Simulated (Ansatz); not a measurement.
The calculation's input:

```
crystal:
  periodic: [false, false, false]
  atoms:
    - { symbol: C, position_ang: [2.5647, -0.6419, -0.2454] }
    - { symbol: C, position_ang: [1.5035, -0.0804, -0.1353] }
    - { symbol: C, position_ang: [0.2127, 0.6041, -0.0012] }
    - { symbol: C, position_ang: [-0.9247, -0.4072, 0.0699] }
    - { symbol: H, position_ang: [0.2222, 1.2198, 0.9228] }
    - { symbol: H, position_ang: [0.0632, 1.272, -0.8757] }
    - { symbol: H, position_ang: [-0.9547, -1.0215, -0.8557] }
    - { symbol: H, position_ang: [-1.8917, 0.1291, 0.171] }
    - { symbol: H, position_ang: [-0.7951, -1.074, 0.9495] }
basis:
  gaussian:
    orbitals: "6-31G*"
hamiltonian:
  xc: blyp
magnetization:
  spin_polarized: true
  initial_magnetization: 1.0
output:
  orbitals: {}
```

Run with:

```sh
python energy_c4h5.py
```

Method: SCF blyp, Gaussian basis (Ansatz).

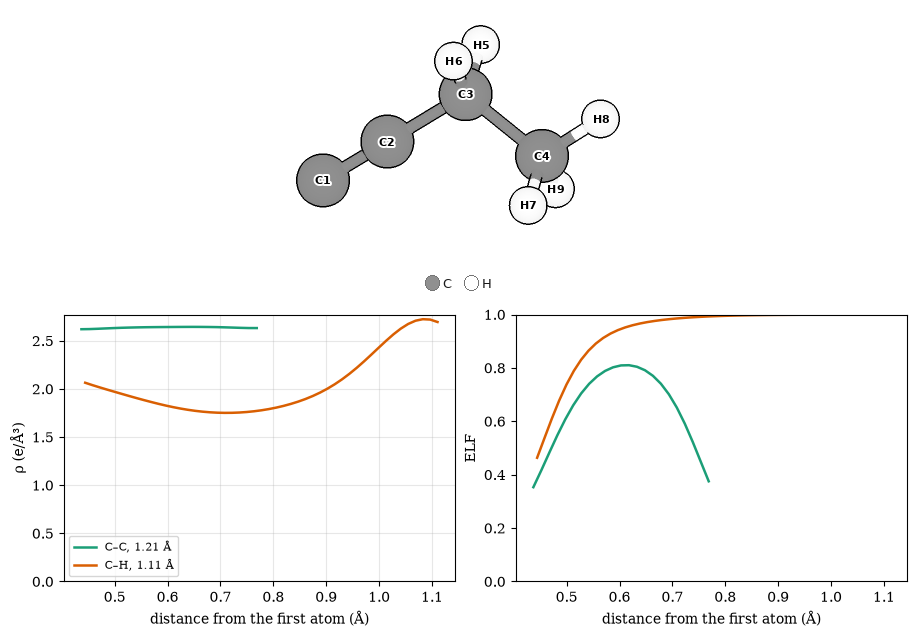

C4H5 (SMILES [C]#CCC) (doublet). Electron density and ELF along straight lines between neighbouring atoms. The curves leave out the atomic cores. The structure is drawn too.

Question: What kind of bonding do the profiles show?

Answer: C–C (1.21 Å): the density is about 2.6 e/Å³ at the midpoint; the ELF peaks at about 0.80 between the atoms; a multiple bond.
C–H (1.11 Å): ρ is about 1.9 e/Å³ halfway; the ELF climbs to about 1 towards the hydrogen, as it does in any bond to H: a covalent bond by its length.
